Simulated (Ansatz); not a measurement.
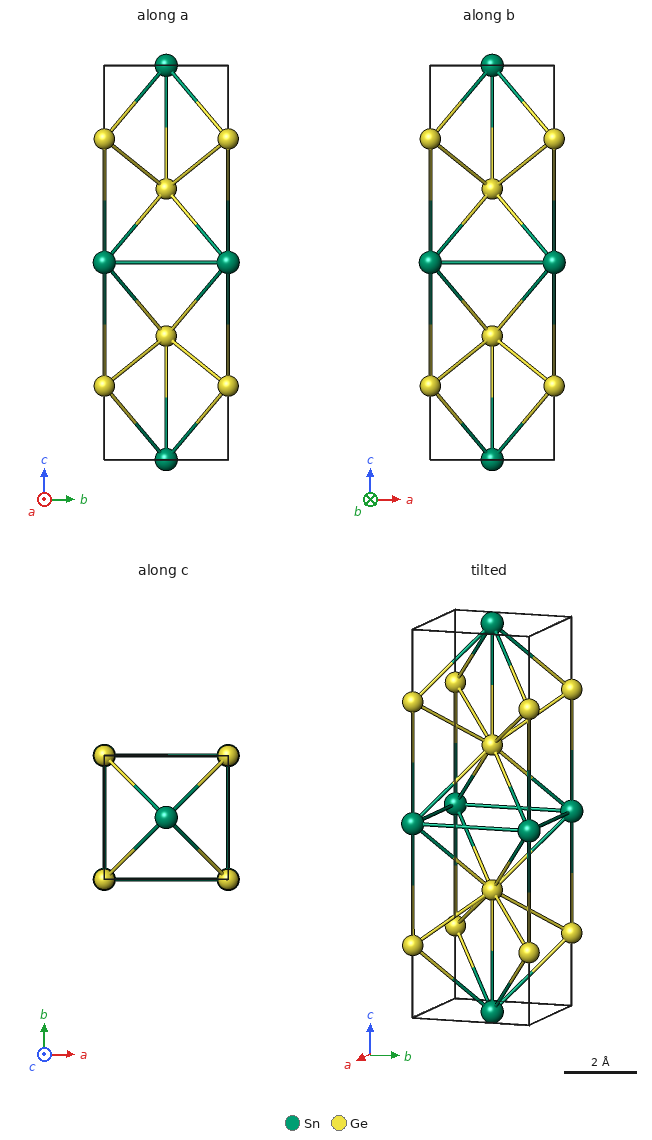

Figure: ball-and-stick view along the a axis, along the b axis, along the c axis and slightly off an axis. The edges of the drawn cell (a repeat of the simulation cell) are marked.

Lattice parameters: a = 3.462 Å, b = 3.462 Å, c = 11.020 Å, α = 90.00°, β = 90.00°, γ = 90.05°. Put a along x and b in the xy plane.

> Reconstruct the structure as a POSCAR file, with free fractional coordinates to two decimals.

```
Sn Ge
1.0
     3.462    0.000    0.000
    -0.003    3.462    0.000
     0.000    0.000   11.020
Sn Ge
2 4
Direct
  0.50 0.50 0.00
  0.00 0.00 0.50
  0.50 0.50 0.31
  0.00 0.00 0.81
  0.00 0.00 0.19
  0.50 0.50 0.69
```

Origin of the cell: a structure type filled with these elements by a generator (whether the compound takes this form wasn't checked). The structure drawn was relaxed with DFT PBE, scalar-relativistic, plane waves, PAW in Ansatz 0.2.0.
